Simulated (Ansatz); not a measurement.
# BrCl3H2Si (built from SMILES Br.Cl[SiH](Cl)Cl): search for a transition state

Is there a first-order saddle for this four-centre ligand exchange, which should form Si1–Br7, H2–H6 and break Si1–H2, H6–Br7, and which two structures does it connect?

Method: PBE0-D4, def2-SVP first, then def2-TZVP; program: Ansatz 0.2.0, Gaussian basis.

152 further runs of the same task are left out: 152 set aside as unsound or not needed. Runs told in other sessions of the task aren't counted.

### 1 The system as given

The guess: 7 atoms, charge 0, spin multiplicity 1.

Atoms are counted from 1 here; the program's logs count them from 0.

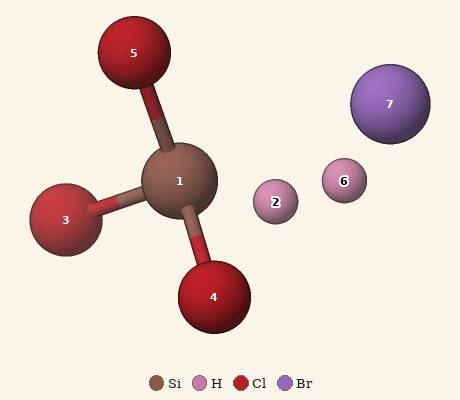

Start geometry, drawn with silicon brown, hydrogen pink, chlorine red, bromine purple; atoms are numbered from 1 in the order of the file.

Coordinates:

```xyz
7

Si   -0.5679   -0.4135   -0.0898
H     1.3761   -0.1584   -0.1928
Cl   -0.3314   -2.1799   -1.0730
Cl   -0.7935   -0.7391    1.8591
Cl   -2.0236    0.5379   -1.0628
H     1.7930    0.6717    0.0212
Br    0.5472    2.2813    0.5382
```

Distances that are to change: Si1–Br7 2.98 Å, H2–H6 0.95 Å, Si1–H2 1.96 Å, H6–Br7 2.10 Å.

### 2 Constrained relaxation of the guess

hold/in.yaml reads:

```yaml
crystal:
  periodic: [false, false, false]
  atoms:
    - {symbol: Si, position_ang: [-0.567900, -0.413500, -0.089800]}
    - {symbol: H, position_ang: [1.376100, -0.158400, -0.192800]}
    - {symbol: Cl, position_ang: [-0.331400, -2.179900, -1.073000]}
    - {symbol: Cl, position_ang: [-0.793500, -0.739100, 1.859100]}
    - {symbol: Cl, position_ang: [-2.023600, 0.537900, -1.062800]}
    - {symbol: H, position_ang: [1.793000, 0.671700, 0.021200]}
    - {symbol: Br, position_ang: [0.547200, 2.281300, 0.538200]}
basis:
  gaussian: {orbitals: def2-SVP}
hamiltonian: {xc: pbe0, dispersion: d4}
relax: {f_tol: 0.04, max_steps: 150, escape_saddle: false, constraints: [{distance: [0, 6]}, {distance: [1, 5]}, {distance: [0, 1]}, {distance: [5, 6]}]}
```

The run is started by

```
$ ansatz run in.yaml --threads 8 --pin off --events-out ev --progress --plain --max-ram 19148MiB
```

The program printed (excerpt; [...] marks lines left out):

```text
Functional definition: PBE0
  name "PBE0"
  cite "Adamo & Barone, J. Chem. Phys. 110, 6158 (1999) doi:10.1063/1.478522"
  cite "Perdew, Burke & Ernzerhof, Phys. Rev. Lett. 77, 3865 (1996) doi:10.1103/PhysRevLett.77.3865"
  parent pbe
[...]
1129 factors; integrals over basis functions are off by at most 4.6e-4 eV
[...]
mean field -115479.33702171 eV, -4243.7873608418 hartree, gradient 5.0e-5 eV, S^2 0.000000; 0 other end points of the search recorded, 0 dependent functions left out
[...]
reference -115479.33704509 eV, -4243.7873617010 hartree; 51, 51 occupied and 63, 63 virtual orbitals, 1129 factors
relax step   1: F+E_penalty+E_count = -115479.64186648 eV  Δ(F+E_penalty+E_count) = +0.000e0 eV  max|allowed force component| = 6.664e-1 eV/Å  Δτ_max = 0.0000 Å  (29 SCF iters, accepted)
[...]
relax step   4: F+E_penalty+E_count = -115480.07838650 eV  Δ(F+E_penalty+E_count) = -6.595e-3 eV  max|allowed force component| = 2.078e-1 eV/Å  Δτ_max = 0.1316 Å  (31 SCF iters, accepted)
[...]
relax step   5: F+E_penalty+E_count = -115480.08577783 eV  Δ(F+E_penalty+E_count) = -7.391e-3 eV  max|allowed force component| = 2.274e-2 eV/Å  Δτ_max = 0.0537 Å  (31 SCF iters, accepted)
  distance Si 0 - Br 6 held at 2.983250 Å   reaction = +1.1648e0 eV/Å
  distance H 1 - H 5 held at 0.953241 Å   reaction = +1.3989e0 eV/Å
  distance Si 0 - H 1 held at 1.963370 Å   reaction = +4.3338e-1 eV/Å
  distance H 5 - Br 6 held at 2.100028 Å   reaction = +4.6788e-1 eV/Å
1129 factors; integrals over basis functions are off by at most 7.9e-4 eV
mean field -115479.78700508 eV, -4243.8038974259 hartree, gradient 8.1e-6 eV, S^2 0.000000; 1 other end points of the search recorded, 0 dependent functions left out
[...]
reference -115479.78702819 eV, -4243.8038982750 hartree; 51, 51 occupied and 63, 63 virtual orbitals, 1129 factors
Total energy: -115480.08580093 eV, -4243.8148779708 hartree
Atom 0 at    -0.466790    -0.317489    -0.052668 Å, force     0.828429     1.063950     0.186796 eV/Å
Atom 1 at     1.485743    -0.382332    -0.248196 Å, force    -0.696011     1.338908     0.433908 eV/Å
Atom 2 at    -0.171921    -2.070578    -1.076955 Å, force    -0.003219    -0.022740    -0.014265 eV/Å
Atom 3 at    -0.753367    -0.739162     1.896926 Å, force     0.001085    -0.001144    -0.007238 eV/Å
Atom 4 at    -1.981582     0.574586    -1.057725 Å, force    -0.006412    -0.006505     0.005767 eV/Å
Atom 5 at     1.310913     0.520171     0.003974 Å, force     0.114384    -0.888511    -0.259504 eV/Å
Atom 6 at     0.576905     2.414804     0.534744 Å, force    -0.238254    -1.483956    -0.345464 eV/Å
Dipole moment:    -0.080149    -0.748537    -0.173114 e Å
```

Run time: 7.5 s. Hardware: 8 threads of Arm Neoverse V2, shared host.

Step by step:

```tsv
step	energy from step 1 (eV)	largest force component (eV/Å)
1	0.0000	0.6664
2	-0.3119	0.5166
3	-0.4299	0.2261
4	-0.4365	0.2079
5	-0.4439	0.0227
```

Close pairs (by a distance rule), those that changed most:

```tsv
bond	before (Å)	after (Å)	change (Å)
Si1–Cl5	1.993	2.025	+0.032
Si1–Cl4	1.989	2.015	+0.026
Si1–Cl3	2.035	2.052	+0.016
```

### 3 A starting Hessian

hessian/in.yaml reads:

```yaml
crystal:
  periodic: [false, false, false]
  atoms:
    - {symbol: Si, position_ang: [-0.466790, -0.317489, -0.052668]}
    - {symbol: H, position_ang: [1.485743, -0.382332, -0.248196]}
    - {symbol: Cl, position_ang: [-0.171921, -2.070578, -1.076955]}
    - {symbol: Cl, position_ang: [-0.753367, -0.739162, 1.896926]}
    - {symbol: Cl, position_ang: [-1.981582, 0.574586, -1.057725]}
    - {symbol: H, position_ang: [1.310913, 0.520171, 0.003974]}
    - {symbol: Br, position_ang: [0.576905, 2.414804, 0.534744]}
basis:
  gaussian: {orbitals: def2-SVP}
hamiltonian: {xc: pbe0, dispersion: d4}
phonons: {}
scf: {lower_state_search: off}
```

The run is started by

```
$ ansatz run in.yaml --threads 8 --pin off --events-out ev --progress --plain --max-ram 19148MiB
```

The program printed (excerpt; [...] marks lines left out):

```text
[... 5 set-up lines as earlier in the session ...]
[...]
1129 factors; integrals over basis functions are off by at most 2.7e-4 eV
[...]
mean field -115479.78698932 eV, -4243.8038968467 hartree, gradient 2.6e-6 eV, S^2 0.000000; 0 other end points of the search recorded, 0 dependent functions left out
[...]
reference -115479.78701250 eV, -4243.8038976982 hartree; 51, 51 occupied and 63, 63 virtual orbitals, 1129 factors
[... from here to the last solve, the lines of the solves are left out (41 solves) ...]
1129 factors; integrals over basis functions are off by at most 2.7e-4 eV
mean field -115479.78787435 eV, -4243.8039293710 hartree, gradient 2.6e-6 eV, S^2 0.000000; 0 other end points of the search recorded, 0 dependent functions left out
[...]
WARN: phonons: modes at or below zero, which the zero-point energy, F, S and C_V leave out: 1, the lowest at -1018.11 cm⁻¹. A minimum has none, and a first-order saddle one
[...]
Total energy: -115480.08578523 eV, -4243.8148773936 hartree
Atom 0 at    -0.466790    -0.317489    -0.052668 Å, force     0.828416     1.063966     0.186778 eV/Å
Atom 1 at     1.485743    -0.382332    -0.248196 Å, force    -0.696020     1.338903     0.433855 eV/Å
Atom 2 at    -0.171921    -2.070578    -1.076955 Å, force    -0.003253    -0.022769    -0.014240 eV/Å
Atom 3 at    -0.753367    -0.739162     1.896926 Å, force     0.001133    -0.001141    -0.007184 eV/Å
Atom 4 at    -1.981582     0.574586    -1.057725 Å, force    -0.006364    -0.006483     0.005704 eV/Å
Atom 5 at     1.310913     0.520171     0.003974 Å, force     0.114394    -0.888496    -0.259489 eV/Å
Atom 6 at     0.576905     2.414804     0.534744 Å, force    -0.238305    -1.483979    -0.345424 eV/Å
Dipole moment:    -0.080151    -0.748536    -0.173113 e Å
Vibrations: -1018.11 79.01 90.10 120.84 187.80 195.23 240.36 376.62 466.87 587.94 683.77 693.09 1188.54 1349.41 2048.47 cm⁻¹, zero-point energy 0.515034 eV
Checks for a lower state left out: stability, starts, cluster_reference, orbital_swaps, neighbouring_geometries, increment
```

Run time: 31 s. Hardware: 8 threads of Arm Neoverse V2, shared host.

The structure is not stationary yet, so these wavenumbers are no spectrum; the search needs only the force constants.

### 4 Saddle search in the small basis

The search itself is an outer loop (partitioned rational-function steps, Bofill update of the Hessian). Each step is one single-point run with forces. It stops when the largest force is under 0.04 eV/Å and the followed curvature is negative. The first step's input:

presaddle/in.yaml reads:

```yaml
crystal:
  periodic: [false, false, false]
  atoms:
    - {symbol: Si, position_ang: [-0.466790, -0.317489, -0.052668]}
    - {symbol: H, position_ang: [1.485743, -0.382332, -0.248196]}
    - {symbol: Cl, position_ang: [-0.171921, -2.070578, -1.076955]}
    - {symbol: Cl, position_ang: [-0.753367, -0.739162, 1.896926]}
    - {symbol: Cl, position_ang: [-1.981582, 0.574586, -1.057725]}
    - {symbol: H, position_ang: [1.310913, 0.520171, 0.003974]}
    - {symbol: Br, position_ang: [0.576905, 2.414804, 0.534744]}
basis:
  gaussian: {orbitals: def2-SVP}
hamiltonian: {xc: pbe0, dispersion: d4}
output: {forces: true}
scf: {lower_state_search: off}
```

The run is started by

```
$ ansatz run in.yaml --threads 8 --pin off --events-out ev --progress --plain --max-ram 19148MiB
```

Step by step:

```tsv
step	energy (eV)	largest force (eV/Å)	followed curvature (eV/Å²)
1	-115480.08575	1.4840	-7.34
2	-115480.41361	1.0500	-7.13
3	-115480.42624	1.4299	-6.90
4	-115480.55653	0.0793	-7.11
5	-115480.55980	0.1784	-7.17
6	-115480.55573	0.4727	-7.43
7	-115480.56314	0.2776	-7.59
8	-115480.56697	0.1048	-7.66
9	-115480.56845	0.0585	-7.67
10	-115480.56847	0.0146	-7.68
```

The 10 steps took 8.6 s in all (8 threads of Arm Neoverse V2, shared host).

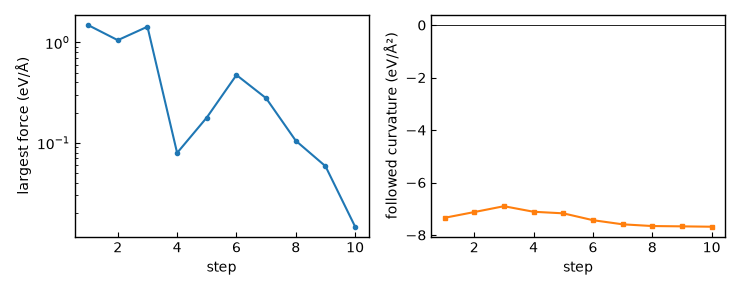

Largest force and followed curvature during the search.

### 5 Saddle search in triple zeta

A small driver takes partitioned rational-function steps: uphill along one mode, downhill along the rest. It calls the program once a step for energy and forces and updates the Hessian by Bofill's formula. It stops when the largest force is under 0.01 eV/Å and the followed curvature is negative. The first step's input:

saddle/in.yaml reads:

```yaml
crystal:
  periodic: [false, false, false]
  atoms:
    - {symbol: Si, position_ang: [-0.338650, -0.249255, 0.001866]}
    - {symbol: H, position_ang: [1.267293, -0.209571, -0.497421]}
    - {symbol: Cl, position_ang: [-0.190990, -2.146339, -0.859704]}
    - {symbol: Cl, position_ang: [-0.775258, -0.728051, 1.934272]}
    - {symbol: Cl, position_ang: [-1.753863, 0.610654, -1.185304]}
    - {symbol: H, position_ang: [1.249610, 0.644534, -0.124934]}
    - {symbol: Br, position_ang: [0.541759, 2.078028, 0.731325]}
basis:
  gaussian: {orbitals: def2-TZVP}
hamiltonian: {xc: pbe0, dispersion: d4}
output: {forces: true}
scf: {lower_state_search: off}
```

The run is started by

```
$ ansatz run in.yaml --threads 8 --pin off --events-out ev --progress --plain --max-ram 19148MiB
```

The driver's record:

```tsv
step	energy (eV)	largest force (eV/Å)	followed curvature (eV/Å²)
1	-115505.03486	0.3404	-7.68
2	-115505.04461	0.0670	-7.67
3	-115505.04576	0.0184	-7.67
4	-115505.04593	0.0222	-7.66
5	-115505.04598	0.0117	-7.81
6	-115505.04598	0.0039	-7.84
```

The 6 steps took 15 s in all (8 threads of Arm Neoverse V2, shared host).

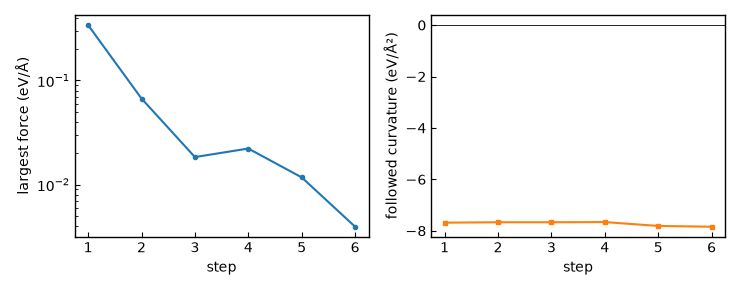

Largest force and followed curvature during the search.

Geometry at the end of the search:

```xyz
7
charge 0, multiplicity 1
Si   -0.3419   -0.2587   -0.0018
H     1.2566   -0.2091   -0.4931
Cl   -0.1886   -2.1413   -0.8584
Cl   -0.7608   -0.7208    1.9174
Cl   -1.7340    0.6101   -1.1763
H     1.2264    0.6299   -0.1198
Br    0.5422    2.0899    0.7322
```

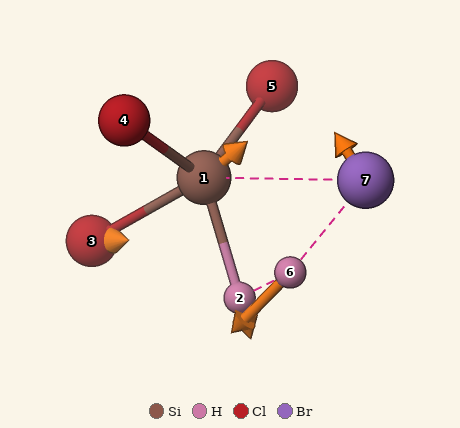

The point found; arrows show the followed mode. Pairs that react are joined by broken lines, hidden where the pair is close enough to be drawn as a bond.

### 6 Checking the order of the point

vib/in.yaml reads:

```yaml
crystal:
  periodic: [false, false, false]
  atoms:
    - {symbol: Si, position_ang: [-0.341947, -0.258672, -0.001850]}
    - {symbol: H, position_ang: [1.256639, -0.209150, -0.493132]}
    - {symbol: Cl, position_ang: [-0.188570, -2.141292, -0.858447]}
    - {symbol: Cl, position_ang: [-0.760798, -0.720757, 1.917437]}
    - {symbol: Cl, position_ang: [-1.734019, 0.610093, -1.176321]}
    - {symbol: H, position_ang: [1.226356, 0.629906, -0.119811]}
    - {symbol: Br, position_ang: [0.542239, 2.089872, 0.732224]}
basis:
  gaussian: {orbitals: def2-TZVP}
hamiltonian: {xc: pbe0, dispersion: d4}
phonons: {temperatures: {t_min: 298.15, t_max: 900, t_step: 200}}
```

The run is started by

```
$ ansatz run in.yaml --threads 8 --pin off --events-out ev --progress --plain --max-ram 19148MiB
```

The program printed (excerpt; [...] marks lines left out):

```text
[... 5 set-up lines as earlier in the session ...]
[...]
1573 factors; their error is unknown
[...]
mean field -115504.77093546 eV, -4244.7220399323 hartree, gradient 3.9e-5 eV, S^2 0.000000; 0 other end points of the search recorded, 0 dependent functions left out
[...]
reference -115504.77096511 eV, -4244.7220410220 hartree; 51, 51 occupied and 157, 157 virtual orbitals, 1573 factors
[... from here to the last solve, the lines of the solves are left out (41 solves) ...]
1573 factors; their error is unknown
mean field -115504.77090716 eV, -4244.7220388923 hartree, gradient 1.2e-6 eV, S^2 0.000000; 0 other end points of the search recorded, 0 dependent functions left out
[...]
reference -115504.77093681 eV, -4244.7220399821 hartree; 51, 51 occupied and 157, 157 virtual orbitals, 1573 factors
WARN: phonons: modes at or below zero, which the zero-point energy, F, S and C_V leave out: 1, the lowest at -778.83 cm⁻¹. A minimum has none, and a first-order saddle one
Total energy: -115505.04597960 eV, -4244.7321476183 hartree
Atom 0 at    -0.341947    -0.258672    -0.001850 Å, force     0.002575     0.003933    -0.002824 eV/Å
Atom 1 at     1.256639    -0.209150    -0.493132 Å, force     0.000559    -0.001026     0.000255 eV/Å
Atom 2 at    -0.188570    -2.141292    -0.858447 Å, force    -0.000597    -0.001281     0.001026 eV/Å
Atom 3 at    -0.760798    -0.720757     1.917437 Å, force    -0.000491    -0.002959     0.000966 eV/Å
Atom 4 at    -1.734019     0.610093    -1.176321 Å, force    -0.001721    -0.000860    -0.000738 eV/Å
Atom 5 at     1.226356     0.629906    -0.119811 Å, force    -0.002359     0.000036     0.001076 eV/Å
Atom 6 at     0.542239     2.089872     0.732224 Å, force     0.002034     0.002158     0.000240 eV/Å
Dipole moment:     0.115937    -0.188377    -0.118677 e Å
Vibrations: -778.83 71.73 97.77 167.88 187.47 253.70 273.55 307.23 467.30 555.59 656.62 910.25 1062.94 1504.62 2310.69 cm⁻¹, zero-point energy 0.547225 eV
```

Run time: 1.7 min. Hardware: 8 threads of Arm Neoverse V2, shared host; peak memory 0.81 GiB.

The modes, with what each moves most:

```tsv
mode	wavenumber (cm⁻¹)	character
1	779i	changes H2–H6, Si1–H2, H6–Br7
2	72	bend
3	98	bend
4	168	bend
5	187	not assigned (largely outside the bonds, angles and torsions drawn)
6	254	bend
7	274	bend
8	307	not assigned (largely outside the bonds, angles and torsions drawn)
9	467	Si–Cl stretch
10	556	Si–Cl stretch
11	657	Si–Cl stretch
12	910	not assigned (largely outside the bonds, angles and torsions drawn)
13	1063	not assigned (largely outside the bonds, angles and torsions drawn)
14	1505	not assigned (largely outside the bonds, angles and torsions drawn)
15	2311	not assigned (largely outside the bonds, angles and torsions drawn)
```

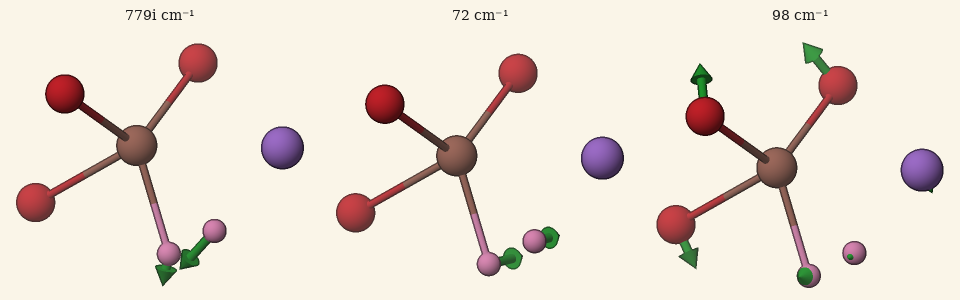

How the atoms move in 3 of the modes.

Vibrational sums (real modes only):

```tsv
T (K)	entropy (J/mol/K)	heat capacity (J/mol/K)
298	78.8	71.3
498	119.8	87.9
698	151.0	97.1
898	176.2	102.7
```

### 7 Relaxing after a step of 0.30 Å one way along the mode

downa/in.yaml reads:

```yaml
crystal:
  periodic: [false, false, false]
  atoms:
    - {symbol: Si, position_ang: [-0.401723, -0.077480, 0.061005]}
    - {symbol: H, position_ang: [1.383077, -0.213484, -0.556674]}
    - {symbol: Cl, position_ang: [-0.132629, -2.000837, -0.786496]}
    - {symbol: Cl, position_ang: [-0.761876, -0.733801, 1.946811]}
    - {symbol: Cl, position_ang: [-1.793348, 0.623343, -1.214082]}
    - {symbol: H, position_ang: [1.335200, 0.372704, -0.229357]}
    - {symbol: Br, position_ang: [0.371201, 2.029554, 0.778892]}
basis:
  gaussian: {orbitals: def2-TZVP}
hamiltonian: {xc: pbe0, dispersion: d4}
relax: {f_tol: 0.005, max_steps: 200}
```

The run is started by

```
$ ansatz run in.yaml --threads 8 --pin off --events-out ev --progress --plain --max-ram 19148MiB
```

The program printed (excerpt; [...] marks lines left out):

```text
[... 5 set-up lines as earlier in the session ...]
[...]
1573 factors; their error is unknown
[...]
mean field -115504.91078797 eV, -4244.7271794173 hartree, gradient 3.7e-5 eV, S^2 0.000000; 0 other end points of the search recorded, 0 dependent functions left out
[...]
reference -115504.91081720 eV, -4244.7271804917 hartree; 51, 51 occupied and 157, 157 virtual orbitals, 1573 factors
relax step   1: F+E_penalty+E_count = -115505.18926303 eV  Δ(F+E_penalty+E_count) = +0.000e0 eV  max|allowed force component| = 3.975e0 eV/Å  Δτ_max = 0.0000 Å  (26 SCF iters, accepted)
[...]
reference -115507.14025210 eV, -4244.8091107128 hartree; 51, 51 occupied and 157, 157 virtual orbitals, 1573 factors
Total energy: -115507.40332823 eV, -4244.8187785825 hartree
Atom 0 at    -1.249832    -0.061424     0.360904 Å, force     0.000122    -0.000032     0.000109 eV/Å
Atom 1 at     2.721265     0.063077    -0.818104 Å, force     0.001325     0.001382     0.000190 eV/Å
Atom 2 at    -0.183416    -1.490688    -0.596203 Å, force    -0.000119    -0.000096    -0.000147 eV/Å
Atom 3 at    -1.904170    -0.789882     2.131133 Å, force    -0.000202    -0.000078     0.000026 eV/Å
Atom 4 at    -2.839346     0.459778    -0.776785 Å, force     0.000124    -0.000097     0.000061 eV/Å
Atom 5 at     3.440196     0.129370    -1.007537 Å, force    -0.001291    -0.001124    -0.000102 eV/Å
Atom 6 at     0.015205     1.689768     0.706691 Å, force     0.000041     0.000045    -0.000136 eV/Å
Dipole moment:    -0.000446     0.017873     0.007688 e Å
```

Wall time 1.7 min (8 threads of Arm Neoverse V2, shared host); peak memory 0.8 GiB.

Relaxation path: (not every step is listed)

```tsv
step	energy from step 1 (eV)	largest force component (eV/Å)
1	0.0000	3.9748
2	-0.4192	0.7796
3	-0.6316	1.1390
4	-1.0768	0.8813
5	-1.5155	0.5764
6	-1.8236	0.4618
7	-2.0018	0.3031
8	-2.1281	0.1505
9	-2.1790	0.1165
11	-2.2065	0.1560
13	-2.2089	0.0528
15	-2.2087	0.2415
17	-2.2095	0.1804
19	-2.2102	0.0427
21	-2.2109	0.1124
23	-2.2129	0.0046
25	-2.2131	0.0133
27	-2.2135	0.0033
29	-2.2137	0.0395
30	-2.2137	0.0886
31	-2.2139	0.0026
32	-2.2140	0.0285
33	-2.2140	0.0766
34	-2.2140	0.0014
```

Close pairs (by a distance rule), those that changed most:

```tsv
bond	before (Å)	after (Å)	change (Å)
Si1–Br7	2.356	2.188	-0.169
Si1–Cl3	2.119	2.024	-0.095
H2–H6	0.673	0.746	+0.073
Si1–Cl5	2.013	2.023	+0.010
Si1–Cl4	2.029	2.023	-0.006
```

[end of part 1 of 2]
